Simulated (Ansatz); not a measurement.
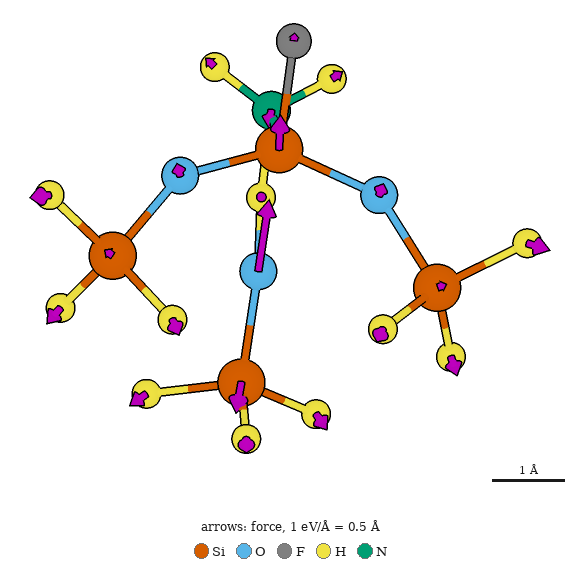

Starting geometry of Si₄NH₁₂O₃F with the computed forces as purple arrows. Style: ball-and-stick. Shown at a tilt.

The reaction that was planned forms Si1–N10, O2–H9 and breaks Si1–O2, H9–N10 (atoms numbered from 1 in input order).

Level of theory: RKS PBE0-D4/def2-SVP (Ansatz).

Input
```yaml
crystal:
  periodic: [false, false, false]
  atoms:
    - {symbol: Si, position_ang: [0.553600, -0.467000, 1.190800]}
    - {symbol: O, position_ang: [0.596300, 0.953000, -0.431000]}
    - {symbol: Si, position_ang: [0.043800, 1.615200, -1.775100]}
    - {symbol: O, position_ang: [-0.918900, 0.042400, 1.547000]}
    - {symbol: Si, position_ang: [-2.430800, 0.387300, 1.055500]}
    - {symbol: O, position_ang: [0.809300, -1.629700, 0.124100]}
    - {symbol: Si, position_ang: [0.367500, -2.355700, -1.263100]}
    - {symbol: F, position_ang: [0.855900, -1.313900, 2.556600]}
    - {symbol: H, position_ang: [1.507700, 1.217300, 0.359200]}
    - {symbol: N, position_ang: [1.912300, 0.724100, 1.426500]}
    - {symbol: H, position_ang: [-0.368100, 2.996300, -1.479500]}
    - {symbol: H, position_ang: [1.142400, 1.640000, -2.753000]}
    - {symbol: H, position_ang: [-1.090700, 0.846000, -2.296300]}
    - {symbol: H, position_ang: [-3.177900, 0.270300, 2.307200]}
    - {symbol: H, position_ang: [-2.433800, 1.750100, 0.526800]}
    - {symbol: H, position_ang: [-2.857000, -0.589700, 0.053900]}
    - {symbol: H, position_ang: [0.847500, -1.551900, -2.385500]}
    - {symbol: H, position_ang: [1.067100, -3.634700, -1.150000]}
    - {symbol: H, position_ang: [-1.087800, -2.508300, -1.283700]}
    - {symbol: H, position_ang: [2.835300, 0.311500, 1.414800]}
    - {symbol: H, position_ang: [1.826300, 1.297700, 2.254800]}
basis:
  gaussian: {orbitals: def2-SVP}
hamiltonian: {xc: pbe0, dispersion: d4}
relax: {f_tol: 0.04, max_steps: 150, escape_saddle: false, constraints: [{distance: [0, 9]}, {distance: [1, 8]}, {distance: [0, 1]}, {distance: [8, 9]}]}
```

Run as
```bash
ansatz run in.yaml --threads 4 --pin off --events-out ev --progress --plain --max-ram 46080MiB --backend cuda --devices 0, --max-vram 37GiB
```

What follows when this structure is relaxed?

Answer. It isn't relaxed: the largest force vector, on O2, is 2.13 eV/Å. The final displacements have little in common with the starting forces (cosine between the two patterns 0.03). H15 moves most after the best rigid fit: 1.01 Å. By element the largest moves are H 1.01 Å, O 0.46 Å, Si 0.41 Å, F 0.25 Å, N 0.16 Å. Some distances before and after: O2–Si3 1.597 → 1.661 Å, O4–Si5 1.627 → 1.668 Å, O6–Si7 1.627 → 1.663 Å, Si1–O4 1.598 → 1.634 Å. Among the angles between lasting bonds that change: Si1–O4–Si5 148.9° → 136.7°, Si3–O2–H9 134.8° → 125.5°, Si1–O6–Si7 148.2° → 141.3°. Groups turn about Si1–O4 by about 50°, Si1–O6 by about 20°. Over 16 geometry steps the energy falls by 10.6 kcal/mol. The largest force component goes from 1.2 to 0.032 eV/Å. The forces were under the threshold at step 8, but the run went on from there.
